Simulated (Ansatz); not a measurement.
# The perfect W wire along [110], 17 atoms a period

Aim: is the W wire along [110], 17 atoms a period a metal or a semiconductor?

Method: DFT PBE, plane waves, PAW; relaxation of a wire's period; PAW set soft_1, in the first sound run; inputs show where later runs differ, in Ansatz 0.2.0.

### 1. Set-up

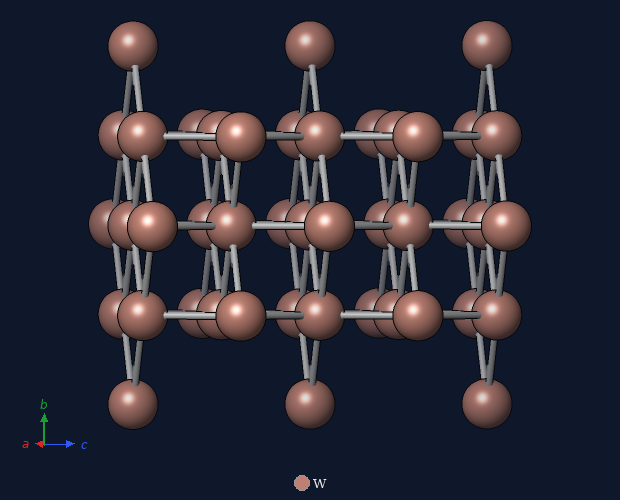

The cell as given, from the side, with the c axis across the page (tungsten pink). 1×1×2 cells are drawn. Some periodic images of atoms are drawn too.

The cell holds 17 atoms: 17 W. Cell: a = 13.140 Å, b = 15.766 Å, c = 4.483 Å, α = 90.0°, β = 90.0°, γ = 90.0°. Vacuum lies along a and b. The structure's axis is c.

### 2. The relaxed wire

Band widths follow the bond lengths, so the wire is relaxed first. The atoms and the third cell vector are free; the box across stays fixed as vacuum. A Fermi-Dirac smearing is set since the result may be a metal. The pressure printed is a third of the stress's trace over the whole box, vacuum included; only the stress along the axis is relaxed.

Input file input.yaml:

```yaml
crystal:
  lattice:
    - [13.14, 0.0, 0.0]
    - [0.0, 15.766, 0.0]
    - [0.0, 0.0, 4.4830569927]
  atoms:
    - { symbol: W, position: [0.258751903, 0.500003615, 0.0] }
    - { symbol: W, position: [0.379375951, 0.642178453, 0.0] }
    - { symbol: W, position: [0.5, 0.500003615, 0.0] }
    - { symbol: W, position: [0.5, 0.784353291, 0.0] }
    - { symbol: W, position: [0.620624049, 0.642178453, 0.0] }
    - { symbol: W, position: [0.741248097, 0.500003615, 0.0] }
    - { symbol: W, position: [0.258751903, 0.357828777, 0.5] }
    - { symbol: W, position: [0.258751903, 0.642178453, 0.5] }
    - { symbol: W, position: [0.379375951, 0.500003615, 0.5] }
    - { symbol: W, position: [0.5, 0.357828777, 0.5] }
    - { symbol: W, position: [0.5, 0.642178453, 0.5] }
    - { symbol: W, position: [0.620624049, 0.500003615, 0.5] }
    - { symbol: W, position: [0.741248097, 0.357828777, 0.5] }
    - { symbol: W, position: [0.741248097, 0.642178453, 0.5] }
    - { symbol: W, position: [0.379375951, 0.357828777, 0.0] }
    - { symbol: W, position: [0.5, 0.215653939, 0.0] }
    - { symbol: W, position: [0.620624049, 0.357828777, 0.0] }
kpoints:
  mp_grid: { grid: [1, 1, 18] }
scf:
  occupations: { method: fermi_dirac, width: 0.05 }
hamiltonian:
  xc: pbe
  pseudopotentials: { kind: paw, azcp: { folder: soft_1 } }
relax:
  cell: { fix: [a, b, alpha, beta, gamma] }
  max_steps: 45
  f_tol: 0.03
```

On the command line:

```console
$ ansatz run input.yaml --threads 4 --pin off --max-ram 16384MiB --backend cpu --events-out ev --progress --plain --runs-dir out
```

Numbers of over 12 decimals in the logs are rounded to 6 here.

Output:

```text
Engine: ansatz 0.2.0, aarch64-unknown-linux-gnu
Pseudopotentials: kind: paw
Pseudopotential: W, paw, valence charge 14, recommended cutoff 420 eV (normal), soft_1/W.paw.azcp
Functional definition: PBE
  parameter kappa = 0.804
  parameter beta = 0.066725
  exchange = pbe_x(kappa = kappa, mu = beta*pi^2/3)
  correlation = pbe_c(beta = beta)
Crystal: 17 atoms, lattice volume = 928.734 Å³
Basis set: ecut = 420 eV, 18225 PW (Γ), exchange–correlation on 180×216×60 points (8 copies of the dense FFT grid, shifted against one another)
Bands: 143, of which v1, the nominal top of the filled ones, is band 119 counted from 1 (118 counted from 0)
Symmetry: 8 space group operations
Space group: Pmmm (ITA 47), of the structure as read, at distance tolerance 9.8e-5 Å
k-points: 10 of 18
Non-local potential: W, projectors of the file, l = 0: 3, l = 1: 2, l = 2: 2, l = 3: 1
PAW form: soft (Blöchl's): semilocal exchange-correlation on the pseudo side does not see the compensation charge
PAW one-centre angular grid: W, 590 points (default); XC on 64 Gauss nodes
Initial density: superposition of atomic densities (neutral atoms: chi_scale 0, normalization atom)
Initial wavefunctions: pseudopotential atomic-orbital guess
Functional: x = pbe(κ = 0.804, μ = 0.219515), c = pbe(β = 0.066725)
SCF iter   1: F=—  HF=-176542.507393 eV  |F-HF|=—  |Δ(HF+E_count)|=         —  Δρ=5.26e-2  dr2=2.12e2  ethr=3.10e-3  ⟨swp⟩=9.3  Hψ=6515  notcnv=0
preconditioner: auto → LDOS  [metal: Δε(μ)=0.010 eV  Ē_g=4.350 eV  σ=0.050 eV  W_gap=0.05  n_scr=172 (ndim 8)  ℏωp=12.3 eV  f_vac=0.514  D(μ)=22.03/eV (n_scr^D=144)  β→1.0]
SCF iter   2: F=—  HF=-176533.919057 eV  |F-HF|=—  |Δ(HF+E_count)|=    8.59e0  Δρ=5.38e-2  dr2=1.83e2  ethr=3.10e-3  ⟨swp⟩=6.8  Hψ=4524  notcnv=0  defer=19
SCF iter   3: F=—  HF=-176524.822960 eV  |F-HF|=—  |Δ(HF+E_count)|=    9.10e0  Δρ=1.13e-2  dr2=6.09e0  ethr=3.10e-3  ⟨swp⟩=5.5  Hψ=3855  notcnv=0  defer=2
SCF iter   4: F=—  HF=-176524.194129 eV  |F-HF|=—  |Δ(HF+E_count)|=   6.29e-1  Δρ=3.87e-3  dr2=7.15e-1  ethr=2.56e-3  ⟨swp⟩=2.7  Hψ=2085  notcnv=0  defer=4
SCF iter   5: F=—  HF=-176524.152457 eV  |F-HF|=—  |Δ(HF+E_count)|=   4.17e-2  Δρ=1.90e-3  dr2=9.09e-2  ethr=3.01e-4  ⟨swp⟩=6.1  Hψ=2681  notcnv=0  defer=6
SCF iter   6: F=—  HF=-176524.153406 eV  |F-HF|=—  |Δ(HF+E_count)|=   9.49e-4  Δρ=9.40e-4  dr2=3.11e-2  ethr=3.82e-5  ⟨swp⟩=2.0  Hψ=2249  notcnv=0  defer=4
SCF iter   7: F=—  HF=-176524.152566 eV  |F-HF|=—  |Δ(HF+E_count)|=   8.40e-4  Δρ=2.73e-4  dr2=1.53e-3  ethr=1.31e-5  ⟨swp⟩=2.0  Hψ=1891  notcnv=0  defer=4
SCF iter   8: F=—  HF=-176524.152709 eV  |F-HF|=—  |Δ(HF+E_count)|=   1.43e-4  Δρ=8.71e-5  dr2=1.97e-4  ethr=6.44e-7  ⟨swp⟩=2.8  Hψ=2173  notcnv=0  defer=4
SCF iter   9: F=—  HF=-176524.152740 eV  |F-HF|=—  |Δ(HF+E_count)|=   3.14e-5  Δρ=3.21e-5  dr2=2.18e-5  ethr=8.28e-8  ⟨swp⟩=2.4  Hψ=2038  notcnv=0  defer=4
SCF iter  10: F=—  HF=-176524.152906 eV  |F-HF|=—  |Δ(HF+E_count)|=   1.66e-4  Δρ=1.03e-5  dr2=2.27e-6  ethr=9.18e-9  ⟨swp⟩=2.3  Hψ=2007  notcnv=0  defer=4
SCF iter  11: F=—  HF=-176524.152907 eV  |F-HF|=—  |Δ(HF+E_count)|=   4.74e-7  Δρ=5.66e-6  dr2=7.97e-7  ethr=9.53e-10  ⟨swp⟩=2.9  Hψ=2077  notcnv=0  defer=4
SCF iter  12: F=-176524.152907 eV  HF=-176524.152907 eV  |F-HF|=4.54e-8  |Δ(HF+E_count)|=   8.26e-8  Δρ=1.82e-6  dr2=7.80e-8  ethr=4.20e-11  ⟨swp⟩=4.3  Hψ=5412  notcnv=0
SCF 1 converged in 12 iterations: F = -176524.152907 eV  dr2 = 7.80e-8
  greatest PAW one-centre occupation: 0.999 electrons in one spin orbital (limit 2), on the W atom at site 16 (counted from 0), in its partial waves of l = 0
relax step   1: F+E_penalty+E_count = -176524.15290665 eV  Δ(F+E_penalty+E_count) = +0.000e0 eV  max|allowed force component| = 5.165e0 eV/Å  Δτ_max = 0.0000 Å  P = -7.163 GPa  Ω = 928.734 Å³  fix = [a, b, alpha, beta, gamma]  reactions: a -5.764, b -7.962 GPa  (12 SCF iters, dr2 threshold 1.00e-7 eV, accepted)
Crystal: 17 atoms, lattice volume = 911.054 Å³
Basis set: ecut = 420 eV, 17805 PW (Γ), exchange–correlation on 180×216×60 points (8 copies of the dense FFT grid, shifted against one another)
Initial density: handed on by an earlier stage of this run
Initial wavefunctions: those handed on with the density
iter 1 solved again at ethr=1.25e-3 eV; its pass at ethr=3.10e-3 eV (dr2=2.97e0 eV) is discarded
SCF iter   1: F=—  HF=-176529.282327 eV  |F-HF|=—  |Δ(HF+E_count)|=         —  Δρ=1.47e-2  dr2=3.00e0  ethr=1.25e-3  ⟨swp⟩=1.6  Hψ=8590  notcnv=0  defer=1
preconditioner: auto → LDOS  [metal: Δε(μ)=0.008 eV  Ē_g=3.842 eV  σ=0.050 eV  W_gap=0.04  n_scr=172 (ndim 8)  ℏωp=12.4 eV  f_vac=0.544  D(μ)=23.15/eV (n_scr^D=160)  β→1.0]
SCF iter   2: F=—  HF=-176529.166075 eV  |F-HF|=—  |Δ(HF+E_count)|=   1.16e-1  Δρ=9.30e-3  dr2=2.36e0  ethr=1.25e-3  ⟨swp⟩=4.0  Hψ=2439  notcnv=0
SCF iter   3: F=—  HF=-176528.857270 eV  |F-HF|=—  |Δ(HF+E_count)|=   3.09e-1  Δρ=2.14e-3  dr2=8.86e-2  ethr=9.91e-4  ⟨swp⟩=2.3  Hψ=2385  notcnv=0  defer=11
SCF iter   4: F=—  HF=-176528.846674 eV  |F-HF|=—  |Δ(HF+E_count)|=   1.06e-2  Δρ=4.56e-4  dr2=3.29e-3  ethr=3.72e-5  ⟨swp⟩=3.1  Hψ=2548  notcnv=0  defer=11
SCF iter   5: F=—  HF=-176528.847373 eV  |F-HF|=—  |Δ(HF+E_count)|=   6.99e-4  Δρ=1.82e-4  dr2=9.26e-4  ethr=1.38e-6  ⟨swp⟩=2.8  Hψ=2401  notcnv=0  defer=11
SCF iter   6: F=—  HF=-176528.847615 eV  |F-HF|=—  |Δ(HF+E_count)|=   2.42e-4  Δρ=6.34e-5  dr2=9.33e-5  ethr=3.89e-7  ⟨swp⟩=2.0  Hψ=2247  notcnv=0  defer=11
SCF iter   7: F=—  HF=-176528.847637 eV  |F-HF|=—  |Δ(HF+E_count)|=   2.22e-5  Δρ=2.61e-5  dr2=2.02e-5  ethr=3.92e-8  ⟨swp⟩=3.0  Hψ=2332  notcnv=0  defer=11
SCF iter   8: F=-176528.847637 eV  HF=-176528.847637 eV  |F-HF|=2.63e-7  |Δ(HF+E_count)|=   2.58e-7  Δρ=8.99e-6  dr2=1.37e-6  ethr=7.14e-10  ⟨swp⟩=4.0  Hψ=5888  notcnv=0
SCF 2 converged in 8 iterations: F = -176528.847637 eV  dr2 = 1.37e-6
  greatest PAW one-centre occupation: 0.999 electrons in one spin orbital (limit 2), on the W atom at site 11 (counted from 0), in its partial waves of l = 0
relax step   2: F+E_penalty+E_count = -176528.84763721 eV  Δ(F+E_penalty+E_count) = -4.695e0 eV  max|allowed force component| = 2.658e0 eV/Å  Δτ_max = 0.1950 Å  P = -3.456 GPa  Ω = 911.054 Å³  energy of the carried Pulay correction = +2.503e-3 eV  fix = [a, b, alpha, beta, gamma]  reactions: a -2.668, b -4.233 GPa  (8 SCF iters, dr2 threshold 1.70e-6 eV, accepted)
Crystal: 17 atoms, lattice volume = 898.526 Å³
Basis set: ecut = 420 eV, 17541 PW (Γ), exchange–correlation on 180×216×60 points (8 copies of the dense FFT grid, shifted against one another)
[...]
relax step   6: F+E_penalty+E_count = -176531.21559334 eV  Δ(F+E_penalty+E_count) = -2.450e-1 eV  max|allowed force component| = 4.812e-1 eV/Å  Δτ_max = 0.1950 Å  P = +0.676 GPa  Ω = 886.998 Å³  energy of the carried Pulay correction = +5.988e-3 eV  fix = [a, b, alpha, beta, gamma]  reactions: a +1.171, b +0.478 GPa  (9 SCF iters, dr2 threshold 1.70e-6 eV, accepted)
relax step   7: F+E_penalty+E_count = -176531.28046917 eV  Δ(F+E_penalty+E_count) = -6.488e-2 eV  max|allowed force component| = 4.867e-1 eV/Å  Δτ_max = 0.1388 Å  P = -0.005 GPa  Ω = 883.134 Å³  energy of the carried Pulay correction = +6.556e-3 eV  fix = [a, b, alpha, beta, gamma]  reactions: a -0.163, b +0.412 GPa  (9 SCF iters, dr2 threshold 1.70e-6 eV, accepted)
relax step   8: F+E_penalty+E_count = -176531.30756800 eV  Δ(F+E_penalty+E_count) = -2.710e-2 eV  max|allowed force component| = 2.987e-1 eV/Å  Δτ_max = 0.0596 Å  P = -0.020 GPa  Ω = 878.214 Å³  energy of the carried Pulay correction = +7.283e-3 eV  fix = [a, b, alpha, beta, gamma]  reactions: a +0.033, b -0.190 GPa  (8 SCF iters, dr2 threshold 1.70e-6 eV, accepted)
relax step   9: F+E_penalty+E_count = -176531.25960585 eV  Δ(F+E_penalty+E_count) = +4.796e-2 eV  max|allowed force component| = 7.291e-1 eV/Å  Δτ_max = 0.0753 Å  P = +0.307 GPa  Ω = 876.143 Å³  energy of the carried Pulay correction = +7.591e-3 eV  fix = [a, b, alpha, beta, gamma]  (7 SCF iters, dr2 threshold 1.70e-6 eV, rejected (line search))
relax step  10: F+E_penalty+E_count = -176531.33149100 eV  Δ(F+E_penalty+E_count) = -2.392e-2 eV  max|allowed force component| = 3.957e-2 eV/Å  Δτ_max = 0.0364 Å  P = -0.059 GPa  Ω = 879.746 Å³  energy of the carried Pulay correction = +7.057e-3 eV  fix = [a, b, alpha, beta, gamma]  reactions: a -0.132, b -0.032 GPa  (12 SCF iters, accepted)
relax step  11: F+E_penalty+E_count = -176531.33195365 eV  Δ(F+E_penalty+E_count) = -4.626e-4 eV  max|allowed force component| = 1.065e-2 eV/Å  Δτ_max = 0.0080 Å  P = -0.016 GPa  Ω = 879.587 Å³  energy of the carried Pulay correction = +7.080e-3 eV  fix = [a, b, alpha, beta, gamma]  reactions: a -0.119, b +0.042 GPa  (7 SCF iters, dr2 threshold 9.79e-8 eV, accepted)
Initial wavefunctions: pseudopotential atomic-orbital guess (no wavefunctions were taken with the density)
iter 1 solved again at ethr=3.16e-7 eV; its pass at ethr=3.10e-3 eV (dr2=7.51e-4 eV) is discarded
SCF iter   1: F=—  HF=-176531.325570 eV  |F-HF|=—  |Δ(HF+E_count)|=         —  Δρ=7.69e-5  dr2=6.50e-6  ethr=3.16e-7  ⟨swp⟩=5.1  Hψ=11090  notcnv=0
preconditioner: auto → LDOS  [metal: Δε(μ)=0.010 eV  Ē_g=4.010 eV  σ=0.050 eV  W_gap=0.05  n_scr=164 (ndim 8)  ℏωp=12.6 eV  f_vac=0.547  D(μ)=16.31/eV (n_scr^D=92)  β→1.0]
SCF iter   2: F=—  HF=-176531.325813 eV  |F-HF|=—  |Δ(HF+E_count)|=   2.43e-4  Δρ=7.99e-6  dr2=2.81e-7  ethr=2.73e-9  ⟨swp⟩=2.9  Hψ=2848  notcnv=0
SCF iter   3: F=—  HF=-176531.325813 eV  |F-HF|=—  |Δ(HF+E_count)|=   8.36e-8  Δρ=2.44e-6  dr2=7.38e-8  ethr=1.18e-10  ⟨swp⟩=2.8  Hψ=2842  notcnv=0
SCF iter   4: F=—  HF=-176531.325813 eV  |F-HF|=—  |Δ(HF+E_count)|=   1.91e-8  Δρ=5.03e-7  dr2=4.21e-9  ethr=3.10e-11  ⟨swp⟩=3.8  Hψ=3307  notcnv=0
SCF iter   5: F=—  HF=-176531.325813 eV  |F-HF|=—  |Δ(HF+E_count)|=  7.86e-10  Δρ=1.80e-7  dr2=7.02e-10  ethr=1.77e-12  ⟨swp⟩=2.8  Hψ=2983  notcnv=0
SCF iter   6: F=-176531.325813 eV  HF=-176531.325813 eV  |F-HF|=1.16e-10  |Δ(HF+E_count)|=  2.91e-11  Δρ=6.36e-8  dr2=9.50e-11  ethr=1.00e-12  ⟨swp⟩=5.1  Hψ=4961  notcnv=0
SCF 12 converged in 6 iterations: F = -176531.325813 eV  dr2 = 9.50e-11
relax step  12: F+E_penalty+E_count = -176531.32581307 eV  Δ(F+E_penalty+E_count) = +6.141e-3 eV  max|allowed force component| = 1.104e-2 eV/Å  Δτ_max = 0.0000 Å  P = -0.018 GPa  Ω = 879.587 Å³  fix = [a, b, alpha, beta, gamma]  reactions: a -0.119, b +0.043 GPa  stress off target by 2.32e-2 GPa on what of the cell is left free  SCF on the basis re-selected at this cell (its energy is not comparable with the rows above)  (6 SCF iters)
basis re-selected at this cell: Δ(F+E_penalty+E_count) = +6.141e-3 eV, ΔP = -0.002 GPa vs the last step (what re-selecting the basis moved, of the pressure what is left beyond the Pulay correction that the steps carried, after the strain that the cell walked since its last selection, with what the two solves' SCF thresholds leave and, on support functions, any second-order correction that the steps lacked; it is no m [...]
SCF converged after 6 iterations
Free energy (F): -176531.325813 eV
Harris-Foulkes:  -176531.325813 eV  (|F-HF|=1.16e-10)
Internal energy: -176531.196242 eV  (E = F + TS)
E sigma→0 (E₀):  -176531.261027 eV
Entropy (-TS):   -0.129572 eV (-7.622 meV/atom)
Fermi energy:    4.344558 eV
--- Per-component energies (eV) ---
  E_band       = -5677.544370
  E_kinetic    = 7159.273670
  E_local      = -122438.596486  (includes V_loc(G=0)·N_el)
  E_nonlocal   = -414.875157
  E_hartree    = 58341.252278
  E_xc         = -4524.618392
  E_vxc        = -3896.819907  (∫ρ·V_xc dr)
  E_paw        = -145827.374955  (= ΣΔE_a)
  E_vpaw       = -2769.032273  (= ΣTr[D̂ρ^β])
  E_aug_tail   = 0.002556  (compensation charges beyond the density's cutoff)
  E_ewald      = 31173.740245
  E_smearing   = -0.129572  (= −TS)
  E_closure    = -0.000000  (closes the sum)
  Σ components = -176531.325813   (vs F -176531.325813, Δ=0.00e0)
--- Forces (eV/Å), atoms counted from 1 ---
  atom   1  W      0.00126910     0.00000000     0.00000000
  atom   2  W     -0.00506033     0.00050479     0.00000000
  atom   3  W     -0.00000000     0.00000000     0.00000000
  atom   4  W      0.00000000     0.00865958     0.00000000
  atom   5  W      0.00506033     0.00050479     0.00000000
  atom   6  W     -0.00126910     0.00000000     0.00000000
  atom   7  W     -0.00676131    -0.00826684     0.00000000
  atom   8  W     -0.00676131     0.00826684     0.00000000
  atom   9  W     -0.01103968     0.00000000     0.00000000
  atom  10  W      0.00000000    -0.00713734     0.00000000
  atom  11  W      0.00000000     0.00713734     0.00000000
  atom  12  W      0.01103968     0.00000000     0.00000000
  atom  13  W      0.00676131    -0.00826684     0.00000000
  atom  14  W      0.00676131     0.00826684     0.00000000
  atom  15  W     -0.00506033    -0.00050479     0.00000000
  atom  16  W      0.00000000    -0.00865958     0.00000000
  atom  17  W      0.00506033    -0.00050479     0.00000000
  max |Σ_I F_I| component: 2.60e-18 eV/Å
--- Stress (GPa, compression-positive) ---
       -0.119338       0.000000       0.000000
        0.000000       0.042813       0.000000
        0.000000       0.000000       0.023241
  P = ⅓ Tr σ = -0.0178 GPa (-0.178 kbar)
--- Relaxed structure (11 steps of the walk, 10 accepted, 1 SCFs on fresh bases) ---
  F+E_penalty+E_count = -176531.32581307 eV   max|allowed force component| = 1.104e-2 eV/Å   (the final SCF, on the basis selected at the relaxed cell)
  cell:  # Å, volume = 879.5866 Å³
    - [13.14, 0.0, 0.0]
    - [0.0, 15.766, 0.0]
    - [0.0, 0.0, 4.245821]
  atoms:
    - { symbol: W, position: [0.223007, 0.500003615, 0.0] }
    - { symbol: W, position: [0.363642, 0.629725, 0.0] }
    - { symbol: W, position: [0.5, 0.500003615, 0.0] }
    - { symbol: W, position: [0.5, 0.746152, 0.0] }
    - { symbol: W, position: [0.636358, 0.629725, 0.0] }
    - { symbol: W, position: [0.776993, 0.500003615, 0.0] }
    - { symbol: W, position: [0.237983, 0.399448, 0.5] }
    - { symbol: W, position: [0.237983, 0.600559, 0.5] }
    - { symbol: W, position: [0.382547, 0.500003615, 0.5] }
    - { symbol: W, position: [0.5, 0.348436, 0.5] }
    - { symbol: W, position: [0.5, 0.651571, 0.5] }
    - { symbol: W, position: [0.617453, 0.500003615, 0.5] }
    - { symbol: W, position: [0.762017, 0.399448, 0.5] }
    - { symbol: W, position: [0.762017, 0.600559, 0.5] }
    - { symbol: W, position: [0.363642, 0.370282, 0.0] }
    - { symbol: W, position: [0.5, 0.253855, 0.0] }
    - { symbol: W, position: [0.636358, 0.370282, 0.0] }
```

It took 7 min on 4 threads of Arm Neoverse V1, shared host; peak memory 3.1 GiB; 28 min of CPU time.

[end of part 1 of 2]

[Logs are printed without paths, hosts, clocks, repeated set-up lines and the standing remarks that a program may print on its own settings, such as how far it seeks lower states.]

[Hosts, paths, dates, database ids (printed as entryN), source tags and the programs' standing remarks are cut or masked in the printed files.]
